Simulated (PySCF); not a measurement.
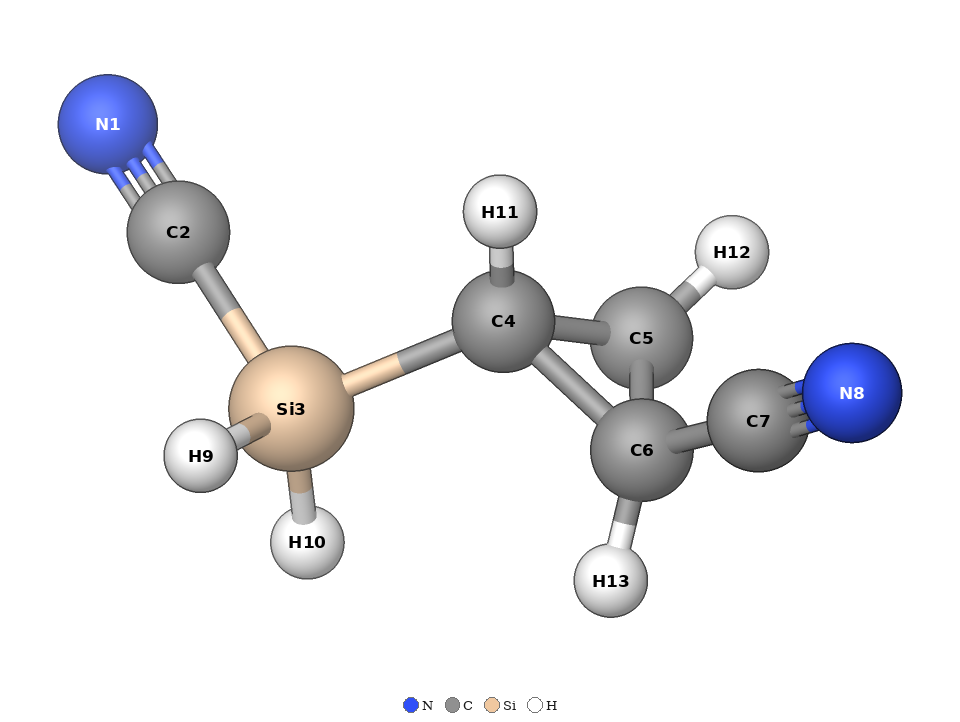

Charge 0, doublet. The geometry was computed by an optimisation with GFN2-xTB. No frequency run is at hand to confirm it as a minimum. Method: UKS B3LYP, pcH-1 on C H N Si, non-relativistic (PySCF 2.14.0). Fermi-contact and spin-dipolar terms alone, no spin-orbit part.

Question. Which nucleus has the largest dipolar (anisotropic) hyperfine coupling?

Answer. 13C at C5: principal values −75.7, −71.5, 147.2 MHz.

List the isotropic and dipolar parts for the most strongly coupled nuclei, one of each equivalent set.

| atom | isotope | a_iso (MHz) | dipolar part (MHz) |
| --- | --- | --- | --- |
| C5 | 13C | 279.9 | −75.7, −71.5, 147.2 |
| H12 | 1H | −12.8 | −33.2, −4.4, 37.5 |
| Si3 | 29Si | −85.3 | −12.7, 6.1, 6.6 |
| H13 | 1H | 62.0 | −6.2, −3.7, 9.9 |
| H11 | 1H | 80.3 | −5.2, −2.2, 7.4 |
| C4 | 13C | −12.1 | −5.9, 0.2, 5.7 |
| H10 | 1H | −1.4 | −3.0, −2.1, 5.1 |
| C7 | 13C | 22.2 | −3.4, −1.2, 4.6 |

The geometry is semi-empirical. Around Si such bond lengths and angles can be off by a tenth of an ångström or more and by several degrees, and values that hang on the shape move with them.
